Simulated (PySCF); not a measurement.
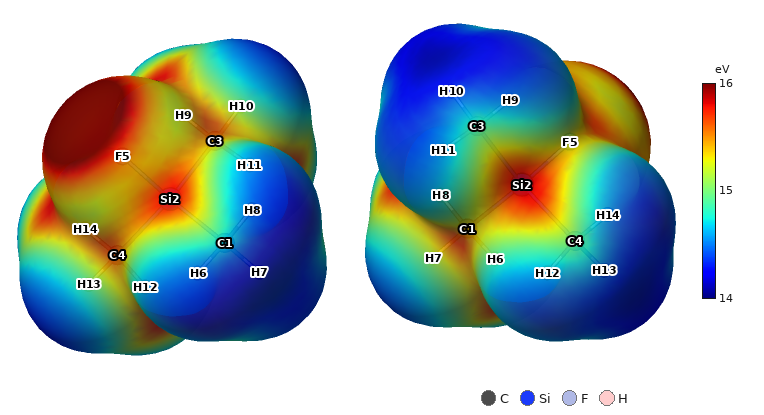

C$_{3}$H$_{9}$FSi, SMILES `C[Si](C)(C)F`. Average local ionisation energy on the surface of electron density 0.001 a.u. (back view left, front view right).

Computed with PySCF, ωB97X/def2-TZVP, geometry: GFN2-xTB. No frequency check shows the geometry to be a minimum.

The calculation's input:

```python
import numpy as np
from pyscf import gto, scf, dft
from pyscf.scf import atom_ks, atom_hf
from scipy.linalg import block_diag

def solve(mol, dm0=None, hcore=None):
    mf = (dft.UKS if mol.spin else dft.RKS)(mol, xc='wb97x')
    mf.grids.level = 3
    mf = mf.density_fit(auxbasis='def2-universal-jkfit')
    mf.conv_tol, mf.max_cycle = 1e-8, 80
    if hcore is not None:
        mf.get_hcore = lambda *args: hcore
    mf.kernel(dm0)
    if not mf.converged:
        mf = mf.newton().run(mf.mo_coeff, mf.mo_occ, max_cycle=30)
    assert mf.converged, 'SCF not converged'
    return mf

mol = gto.M(atom='''
C     -0.91164     1.57918    -0.51458
Si     0.00054     0.00006     0.00997
C     -0.91572    -1.57708    -0.51357
C      1.82170    -0.00172    -0.52253
F      0.00673     0.00026     1.64089
H     -0.40837     2.46496    -0.13509
H     -0.98414     1.66274    -1.59429
H     -1.92617     1.59147    -0.13012
H     -0.40038    -2.46515    -0.15920
H     -1.92141    -1.59866    -0.10370
H     -0.99928    -1.65483    -1.59286
H      1.92559     0.02841    -1.60243
H      2.34763     0.85814    -0.11766
H      2.33238    -0.89247    -0.16814
''', basis='def2-tzvp', charge=0, spin=0, verbose=4)
mf = solve(mol)
mf.analyze()
# spherically averaged free atoms, for the promolecule
atm = atom_ks.get_atm_nrks(mol, xc='wb97x')
pro = block_diag(*[(atm[a[0]][2] * atm[a[0]][3]) @ atm[a[0]][2].T for a in mol._atom])
np.savez('result.npz', e=mf.e_tot, c=mf.mo_coeff, occ=mf.mo_occ, eps=mf.mo_energy, pro=pro, dip=mf.dip_moment(verbose=0), s2=mf.spin_square()[0])
```

Run with:

```sh
OMP_NUM_THREADS=1 python input.py
```

The run took 38 s on 1 thread of Arm Neoverse V2 (shared host), peak memory 0.87 GiB.

Partitions, critical points and surface values were worked out afterwards from this run's density.

Question: Locate the minima of the map.

Answer: The lowest value is 14.1 eV, near H8 (1.80 Å), H6 (1.84 Å) and C1 (1.99 Å), and at like points elsewhere. Further minima include 15.2 eV, 1.7 Å from F5. For comparison, the highest occupied orbital lies at −11.0 eV.

Question: What volume does the surface enclose, and what is the dipole moment?

Answer: About 134 Å³; the dipole moment is 1.9 D.
